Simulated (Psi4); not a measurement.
# CH4Si (SMILES C=[SiH2]): CAM-B3LYP/cc-pVTZ (sweep point 3)

Aim: the vertical electron affinity of CH4Si at CAM-B3LYP/cc-pVTZ (sweep point 3), from 2 runs. The job is set up through a Python script.

The results are computed with Psi4 1.11.

4 further runs of the same task are left out: 4 set aside as unsound or not needed.

### 1 The molecule

CH4Si: 6 atoms, total charge 0, spin state singlet. SMILES: `C=[SiH2]`. The shape is that of a GFN2-xTB optimisation.

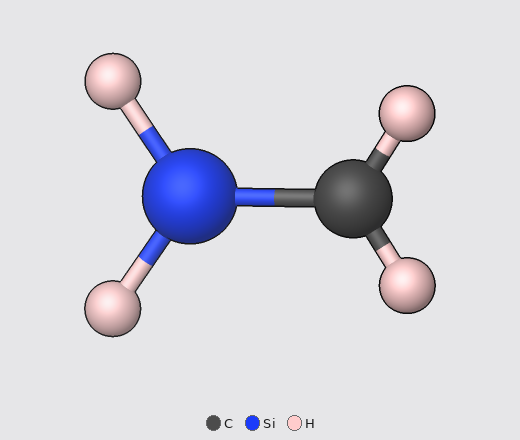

The structure, seen from a chosen angle (carbon dark grey, silicon blue, hydrogen pink).

### 2 The energy at CAM-B3LYP/cc-pVTZ (sweep point 3)

The input, ch4si.py:

```python
import psi4

psi4.set_memory(1600000000)
psi4.set_num_threads(1)
psi4.set_output_file('output.dat', False)

molecule = psi4.geometry("""
0 1
C     -0.738690    -0.547160    -0.265100
Si     0.611270     0.451760     0.218260
H     -1.408510    -0.996610     0.448130
H     -0.962920    -0.758160    -1.296740
H      0.952980     0.765970     1.600750
H      1.545870     1.084200    -0.705300
units angstrom
symmetry c1
""")

psi4.set_options({
    'basis': 'cc-pVTZ',
    'reference': 'rks',
    'puream': True,
    'scf_type': 'pk',
    'dft_radial_points': 35,
    'dft_spherical_points': 110,
})

E = psi4.energy('cam-b3lyp')
print('E =', round(E, 9))
```

On the command line:

```
$ python ch4si.py
```

output.dat:

```text
[...]
  Running in c1 symmetry.
[...]
  Nuclear repulsion =   50.789467282495202
[...]
  Multiplicity = 1
[...]
  Nalpha       = 12
  Nbeta        = 12
[...]
    Number of basis functions: 120
[...]
   @RKS iter   1:  -329.66541128962950   -3.37539e-01   6.08452e-03 DIIS/ADIIS
[...]
   @RKS iter   8:  -329.93937092815418   -2.58206e-07   7.83890e-07 DIIS
[...]
    Orbital Energies [Eh]
    ---------------------
    Doubly Occupied:
       1A    -66.210112     2A    -10.238552     3A     -5.359417
       4A     -3.720847     5A     -3.717453     6A     -3.715211
       7A     -0.748758     8A     -0.589963     9A     -0.486798
      10A     -0.424614    11A     -0.421740    12A     -0.283009
[...]
  @RKS Final Energy:  -329.93937092815418
   => Energetics <=
    Nuclear Repulsion Energy =             50.7894672824952025
    One-Electron Energy =                -555.3403260525376481
    Two-Electron Energy =                 195.3644009218069755
    DFT Exchange-Correlation Energy =     -20.7529130799187271
    Empirical Dispersion Energy =           0.0000000000000000
    VV10 Nonlocal Energy =                  0.0000000000000000
    Total Energy =                       -329.9393709281541760
[...]
 Multipole Moments:
 ------------------------------------------------------------------------------------
     Multipole            Electronic (a.u.)      Nuclear  (a.u.)        Total (a.u.)
 ------------------------------------------------------------------------------------
 L = 1.  Multiply by 2.5417464519 to convert [e a0] to [Debye]
 Dipole X            :          0.8287348           -0.5841856            0.2445492
 Dipole Y            :          0.6104856           -0.4294313            0.1810543
 Dipole Z            :          0.2932344           -0.2060642            0.0871702
 Magnitude           :                                                    0.3165179
[...]
```

Standard output:

```text
E = -329.939370928
```

Run time: 25 s. Hardware: 1 thread of AMD EPYC 7R43 (Zen 3), shared host; peak memory 1 GiB.

### 3 The doublet anion at the same level

The input, ch4si.py:

```python
import psi4

psi4.set_memory(1600000000)
psi4.set_num_threads(1)
psi4.core.set_output_file('psi4.out', False)

m = psi4.geometry("""
-1 2
C     -0.738690    -0.547160    -0.265100
Si     0.611270     0.451760     0.218260
H     -1.408510    -0.996610     0.448130
H     -0.962920    -0.758160    -1.296740
H      0.952980     0.765970     1.600750
H      1.545870     1.084200    -0.705300
symmetry c1
""")

psi4.set_options({
    'reference': 'uks',
    'puream': True,
    'scf_type': 'pk',
    'dft_radial_points': 35,
    'dft_spherical_points': 110,
    'maxiter': 150,
})

e_tot = psi4.energy("cam-b3lyp/cc-pVTZ")
print(f'cam-b3lyp/cc-pVTZ energy: {e_tot:.10f} Eh')
```

On the command line:

```
$ python ch4si.py
```

psi4.out:

```text
[...]
  Running in c1 symmetry.
[...]
  Nuclear repulsion =   50.789467282495202
[...]
  Multiplicity = 2
[...]
  Nalpha       = 13
  Nbeta        = 12
[...]
    Number of basis functions: 120
[...]
   @UKS iter   1:  -329.54558201782726   -2.17709e-01   6.94335e-03 DIIS/ADIIS
[...]
   @UKS iter   9:  -329.91335095128767   -4.58947e-07   9.14046e-07 DIIS
[...]
   @S^2 Observed:                7.577341751E-01
[...]
    Orbital Energies [Eh]
    ---------------------
    Alpha Occupied:
       1A    -65.950005     2A     -9.983708     3A     -5.100826
       4A     -3.460983     5A     -3.460282     6A     -3.457600
       7A     -0.519024     8A     -0.359740     9A     -0.259388
      10A     -0.192283    11A     -0.189398    12A     -0.077070
      13A      0.059952
    Alpha Virtual:
      14A      0.259480    15A      0.282346    16A      0.312303
      17A      0.328466    18A      0.333189    19A      0.387815
      20A      0.419617    21A      0.463609    22A      0.499847
      23A      0.502718    24A      0.514555    25A      0.562900
[...]
  @UKS Final Energy:  -329.91335095128767
   => Energetics <=
    Nuclear Repulsion Energy =             50.7894672824952025
    One-Electron Energy =                -561.1742456080960437
    Two-Electron Energy =                 201.3653138864018501
    DFT Exchange-Correlation Energy =     -20.8938865120886703
    Empirical Dispersion Energy =           0.0000000000000000
    VV10 Nonlocal Energy =                  0.0000000000000000
    Total Energy =                       -329.9133509512876685
[...]
 Multipole Moments:
 ------------------------------------------------------------------------------------
     Multipole            Electronic (a.u.)      Nuclear  (a.u.)        Total (a.u.)
 ------------------------------------------------------------------------------------
 L = 1.  Multiply by 2.5417464519 to convert [e a0] to [Debye]
 Dipole X            :          0.5570262           -0.5841856           -0.0271594
 Dipole Y            :          0.4109597           -0.4294313           -0.0184716
 Dipole Z            :          0.1960107           -0.2060642           -0.0100536
 Magnitude           :                                                    0.0343498
[...]
```

Standard output:

```text
cam-b3lyp/cc-pVTZ energy: -329.9133509513 Eh
```

Wall time 27 s (1 thread of AMD EPYC 7R43 (Zen 3), shared host); peak memory 1 GiB.

### 4 What came out

At CAM-B3LYP/cc-pVTZ (sweep point 3):

```
                                         quantity          value
                      singlet CH4Si: total energy  -329.93937 Eh
                     singlet CH4Si: dipole moment         0.80 D
                       singlet CH4Si: HOMO energy       -7.70 eV
                       singlet CH4Si: LUMO energy       -0.21 eV
                     singlet CH4Si: HOMO–LUMO gap        7.50 eV
                      doublet anion: total energy  -329.91335 Eh
doublet anion: HOMO energy (highest over α and β)        1.63 eV
 doublet anion: LUMO energy (lowest over α and β)        6.48 eV
                              doublet anion: ⟨S²⟩          0.758
vertical electron affinity (to the doublet anion)      -0.708 eV
```

What this shows: The anion lies 0.71 eV (68.3 kJ/mol) above the neutral: the electron isn't bound at this level, and such a value depends on the basis. Without diffuse functions anions come out too high. The HOMO (doublet anion) lies at positive energy, 1.63 eV; only total energies tell whether the electron is bound.
